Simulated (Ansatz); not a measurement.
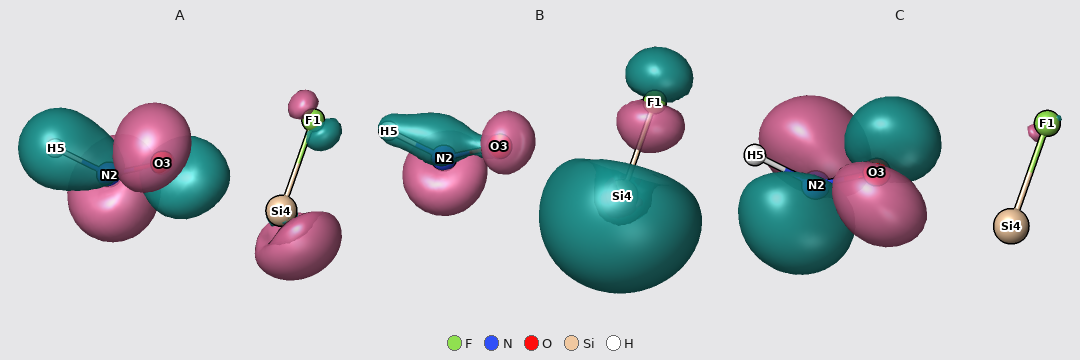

*FHNOSi (charge +1). Three frontier orbitals at ±0.15 Å⁻³ᐟ² (teal and pink are the two phases), in no order.*

Geometry: BLYP-D3(BJ)/def2-SVP.

Method: isolated molecule in a Gaussian basis; Kohn-Sham density functional theory, functional PBE0 (Ansatz).

The calculation's input:

```
crystal:
  periodic: [false, false, false]
  atoms:
    - {symbol: F, position_ang: [0.447695, -5.100110, -1.600763]}
    - {symbol: "N", position_ang: [0.456341, -2.120005, -3.454562]}
    - {symbol: O, position_ang: [1.093509, -3.169199, -3.393917]}
    - {symbol: Si, position_ang: [1.483249, -3.895634, -1.352804]}
    - {symbol: H, position_ang: [0.326930, -1.887609, -4.488648]}
basis:
  gaussian:
    orbitals: def2-TZVPD
output: {forces: true, orbitals: {seedname: orbitals}}
hamiltonian:
  xc: {name: PBE0}
total_charge: 1
```

Command:

```sh
ansatz run input.yaml --threads 1 --pin off --max-ram 2610MiB --events-out events.jsonl --progress --plain --runs-dir runs
```

Order the three orbitals by energy and name them.

B is the HOMO−1 (−15.99 eV). It lies mainly on Si4 (about 65 %), N2 (about 15 %) and F1 (about 15 %). A is the HOMO (−14.19 eV). It lies mainly on O3 (about 40 %), N2 (about 35 %), Si4 (about 15 %) and H5 (about 10 %). C is the LUMO (−9.79 eV). Its weight (Hirshfeld) is mainly on N2 (about 55 %) and O3 (about 35 %); π-antibonding (π*) across N2–O3.

What is the HOMO–LUMO gap?

4.40 eV between the orbital energies.
